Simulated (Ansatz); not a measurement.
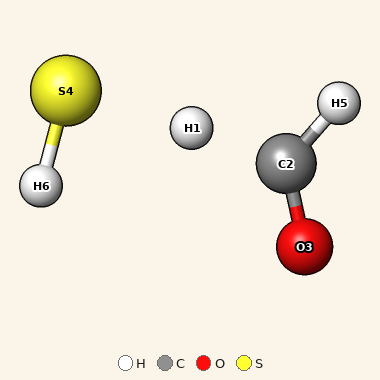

The system is the reacting system CH3OS (fragments CH₂O + HS where the first distance is long, H₂S + CHO where the second is long), spin multiplicity 2; the picture shows the reference structure. Coordinates scanned: (1) distance H1–S4 (bond that forms); (2) distance H1–C2 (bond that breaks). Relaxed at each point: all other coordinates. The scan uses a 9 × 9 grid. At 8 points there is no value. Points are written as (first, second). Energies are in kJ/mol, from the lowest grid point. Theory: Ansatz 0.2.0, UKS BHLYP-D4/def2-SVP.

Its coordinates:

```yaml
atoms:
  - { symbol: H, position_ang: [-0.1607, 0.0236, 0.3568] }
  - { symbol: C, position_ang: [-0.3376, 0.5801, -0.9046] }
  - { symbol: O, position_ang: [0.1333, 0.1129, -1.8643] }
  - { symbol: S, position_ang: [0.2375, -0.6955, 1.9510] }
  - { symbol: H, position_ang: [-0.9606, 1.4986, -0.8568] }
  - { symbol: H, position_ang: [1.0880, -1.5197, 1.3180] }
```

Range: distance H1–S4 (bond that forms) from 1.224 to 2.724 Å; distance H1–C2 (bond that breaks) from 0.963 to 2.463 Å.

What landscape does the calculation give?

The lowest grid point is at (2.724 Å, 1.074 Å). It lies in a valley that leaves the map towards separated partners. The highest grid point, (1.224 Å, 0.963 Å), lies 404 kJ/mol above the lowest.

| second ↓, first → | 1.224 | 1.335 | 1.489 | 1.664 | 1.855 | 2.058 | 2.271 | 2.493 | 2.724 |
| --- | --- | --- | --- | --- | --- | --- | --- | --- | --- |
| 2.463 | – | – | – | 105 | 181 | 255 | – | – | – |
| 2.232 | 47 | 23 | 46 | 102 | 174 | 241 | 288 | 316 | – |
| 2.010 | 55 | 29 | 46 | 98 | 162 | 219 | 259 | 282 | – |
| 1.797 | 69 | 39 | 49 | 90 | 141 | 185 | 214 | 228 | 234 |
| 1.594 | 94 | 56 | 52 | 77 | 110 | 135 | 150 | 155 | 157 |
| 1.403 | 136 | 84 | 58 | 59 | 69 | 78 | 81 | 80 | 78 |
| 1.228 | 199 | 125 | 71 | 46 | 36 | 31 | 26 | 22 | 17 |
| 1.074 | 292 | 194 | 112 | 65 | 39 | 24 | 14 | 6 | 0 |
| 0.963 | 404 | 289 | 190 | 127 | 91 | 71 | 58 | 48 | 41 |

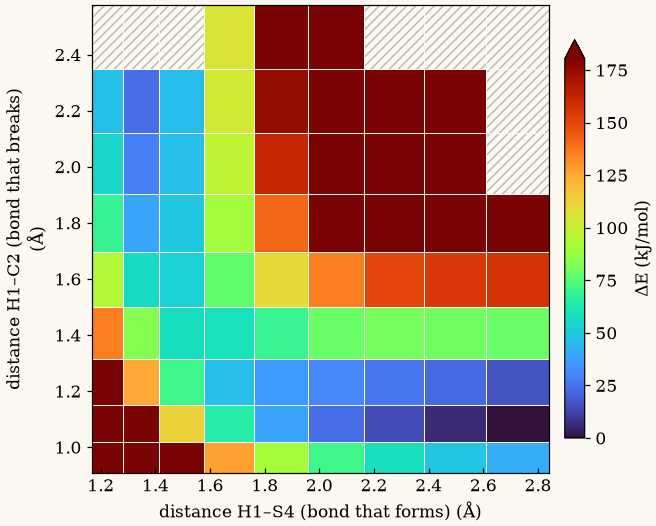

In the figure: one coloured cell a grid point, one colour for all values above the top of the scale, hatched blanks where no value was computed.

Each point was launched as `ansatz run input.yaml --threads 1 --pin off --max-ram 2560MiB --backend cpu --events-out ev --progress --plain --runs-dir out`. The whole map (73 points run) took 39 min on 1 thread of Arm Neoverse V2 (shared host).
